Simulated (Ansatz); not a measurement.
## Computed scan of one atom of the cell: NiO (rock salt)

Relaxed NiO (rock salt):

```xyz
2
Lattice="0.0000 2.1087 2.1087 2.1087 0.0000 2.1087 2.1087 2.1087 0.0000" Properties=species:S:1:pos:R:3 pbc="T T T"
O      0.0000     0.0000     0.0000
Ni     2.1087     2.1087     2.1087
```

Scan: atom 2 (Ni, nearest neighbour O at 2.109 Å; its periodic images, 3.0 Å or more away, move with it) is displaced along Cartesian z, direction (0.000, 0.000, 1.000) in Cartesian axes, by s. The other atoms stay.

These are PBE (plane waves to 420 eV, PAW, scalar-relativistic; Ansatz, a quantum-chemistry and plane-wave program) values and carry that method's errors. k mesh 15×15×15 (Γ-centred), Fermi-Dirac smearing 0.05 eV. Energies are smeared free energies. The magnetic moment jumps within the scan, so the points may not all belong to one state, and nothing is fitted. With partly filled bands, energies and forces of such displacements shift with the k mesh and the smearing. NiO is run spin-polarised and with no Hubbard U; the real compound is an antiferromagnetic insulator, a state that this run doesn't describe. NiO was relaxed with its symmetry unable to fall. Relaxed NiO ends ferromagnetic. The PAW data are Ansatz's earlier set. Other magnetic orders were not checked, so this need not be the ground state. The zero of ΔE is the undisplaced structure.

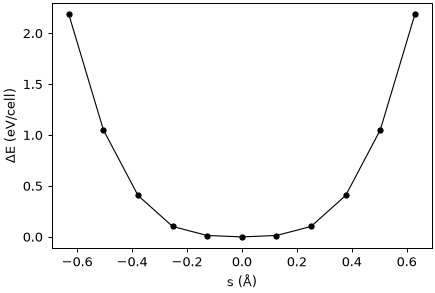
Figure. ΔE (eV/cell) against s (Å); one marker a computed point.

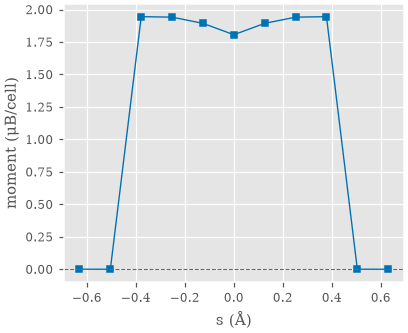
Fig. 1. Moment (μB/cell) against s (Å); markers are the computed points, lines only join them.

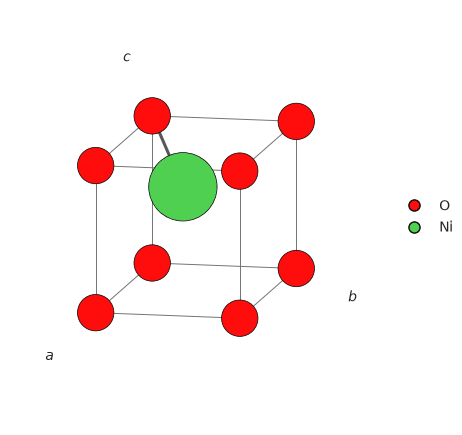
*The cell of the calculation at s = -0.630 Å.*

The force along the line at s = -0.630 Å is 12.4 eV/Å. The energy at s = 0.630 Å is 2186 meV/cell.

(A displaced cell: forces are minus the slopes of the energy, force constants its curvatures, and phonons follow from these.)
